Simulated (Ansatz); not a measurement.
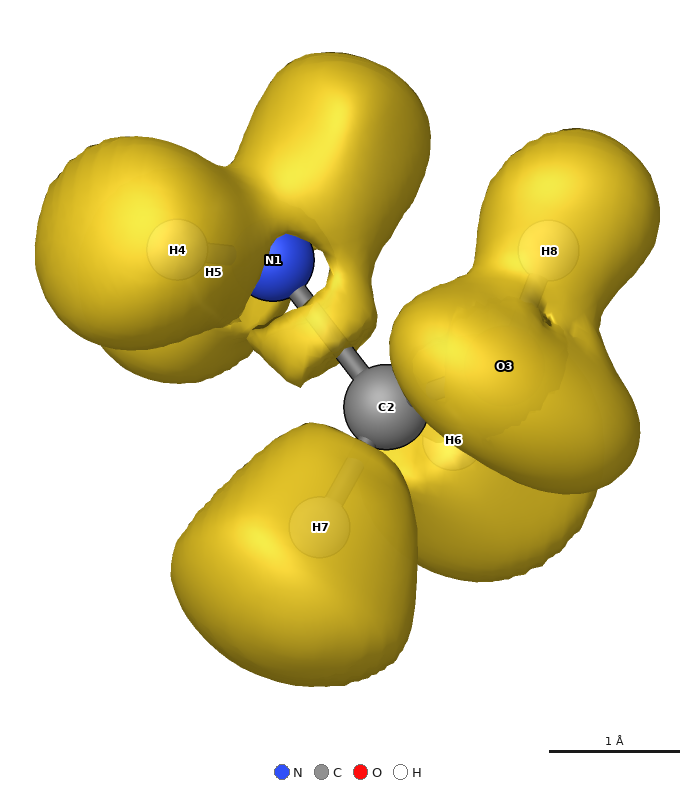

*CH₅NO (SMILES NCO). Isosurface of the electron localisation function at 0.75 (yellow), seen at a tilt. Core shells and regions of very low density are left out.*

Computed with RKS BLYP-D4/def2-SVP in Ansatz 0.2.0.

```xyz
8

N    -0.5776   -0.1752   -0.7862
C     0.2982    0.3084    0.2774
O     0.6535   -0.7516    1.1479
H    -0.0427   -0.6768   -1.5082
H    -1.0730    0.5979   -1.2484
H    -0.2530    1.1312    0.8009
H     1.2729    0.7342   -0.0646
H    -0.1862   -1.2253    1.3254
```

Where are the electrons localised?

The surface consists of two regions around hydrogen nuclei, one joined region spread over several atoms (H, N), in which their bonds and any lone pairs are merged and one joined region spread over several atoms (H, O), in which their bonds and any lone pairs are merged.

Values along the shortest contacts:
C–O (1.42 Å): the ELF peaks at about 0.90 between the atoms; a shared but strongly polarised pair. C–N (1.46 Å): the ELF peaks at about 0.95 between the atoms, as expected for a shared electron pair.
